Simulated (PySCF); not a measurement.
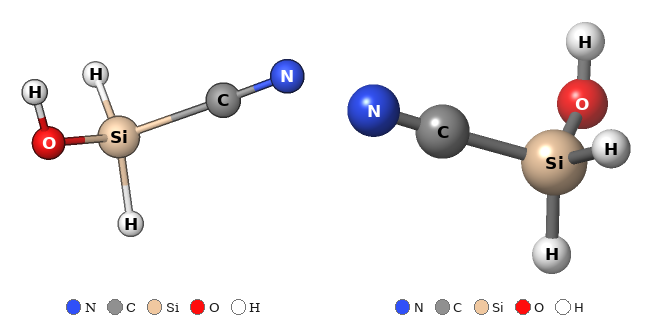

The same structure drawn twice, from different directions.

The geometry was computed by an optimisation with PBE0-D3(BJ)/def2-SVP. No frequency run is at hand to confirm it as a minimum.

**What is the molecular formula?**

CH₃NOSi, 7 atoms: 1 carbon, 3 hydrogen, 1 nitrogen, 1 oxygen and 1 silicon.

**Describe its rings.**

It has no ring.

**What is the point group of this geometry?**

C1.

The parts below concern this one geometry. Atoms keep their numbers from picture to picture.

**Shape**

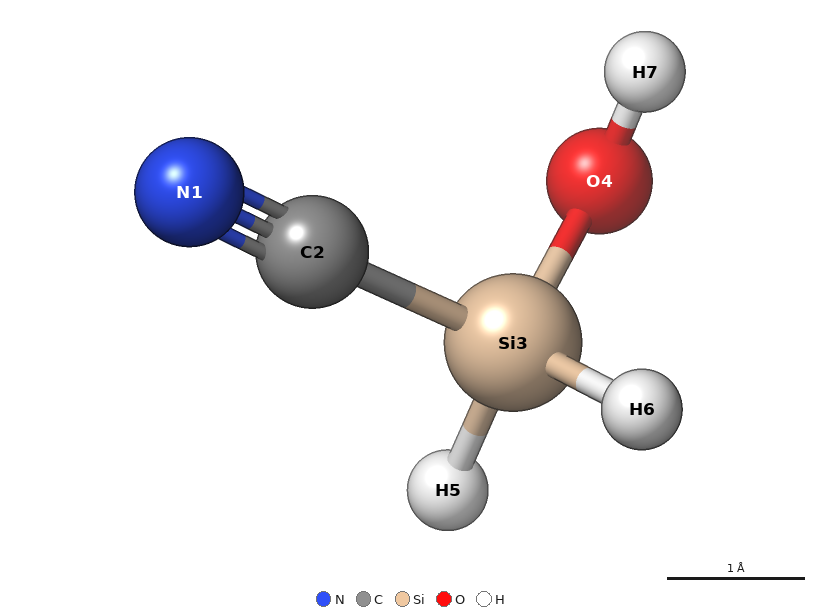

The atoms are numbered. No frequency run is at hand to confirm it as a minimum.

**How are the neighbours of atom 3 arranged?**

Si3 has 4 neighbours (C2 at 1.87, O4 at 1.65, H5 at 1.48, H6 at 1.49 Å); the arrangement is tetrahedral.

**What is the geometry at O4?**

O4 has 2 neighbours (Si3 at 1.65, H7 at 0.96 Å); the arrangement is bent.

**Describe the coordination of atom 2.**

C2 has 2 neighbours (N1 at 1.16, Si3 at 1.87 Å); the arrangement is linear.

**Electronic properties**

No frequency run is at hand to confirm it as a minimum. Properties computed with PBE/pcSseg-2, gas phase (PySCF 2.14.0).

**What is the dipole moment?**

3.07 D.

**What is the HOMO energy (Kohn–Sham orbital)?**

−8.15 eV.

**Estimate the LUMO energy (Kohn–Sham orbital).**

−2.20 eV.

**Core levels**

No frequency run is at hand to confirm it as a minimum. Level of theory: delta-SCF UKS SCAN, pcX-2 on the ionised atom, pcseg-1 elsewhere, non-relativistic (PySCF 2.14.0).

Give the core-electron binding energies (to vacuum; p and d levels without spin–orbit splitting) of N1 1s, C2 1s, Si3 1s, Si3 2p, O4 1s.

```
atom  level  binding energy (eV)
  N1     1s                405.4
  C2     1s                292.0
 Si3     1s               1844.4
 Si3     2p                109.0
  O4     1s                539.1
```

**NMR shielding**

The questions are on isotropic NMR shieldings of the H atoms. No frequency run is at hand to confirm it as a minimum. Level of theory: GIAO LDA/pcSseg-2 NMR shielding, non-relativistic, gas phase (PySCF 2.14.0).

Give the isotropic NMR shieldings of the H atoms atom by atom.

| atom | σ (ppm) |
| --- | --- |
| H5 | 25.49 |
| H6 | 25.22 |
| H7 | 29.73 |
